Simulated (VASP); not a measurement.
Band structure of ZnNi (space group P4/mmm). These are PBEsol GGA, VASP's PBE PAW potentials (set 64) (plane waves; VASP 6.6.1) values and carry that method's errors.

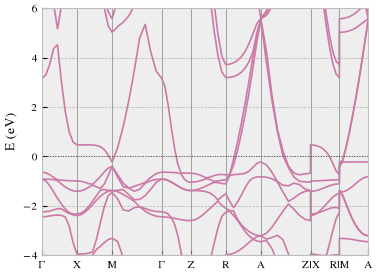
Figure. Bands along high-symmetry lines, zero at the valence-band maximum or, without a gap, the Fermi level

Problem. Read the plot: is there a gap, and where are the band edges?

Solution. It has no gap at this level: it comes out as a metal or semimetal. (Edges off the drawn lines would not show.)

The structure comes from a measured ZnNi entry (P4/mmm) of the Crystallography Open Database, whose conditions weren't checked. It was relaxed first, which changed the volume by -6 %. The run is not spin-polarised, so no magnetic state was tried.
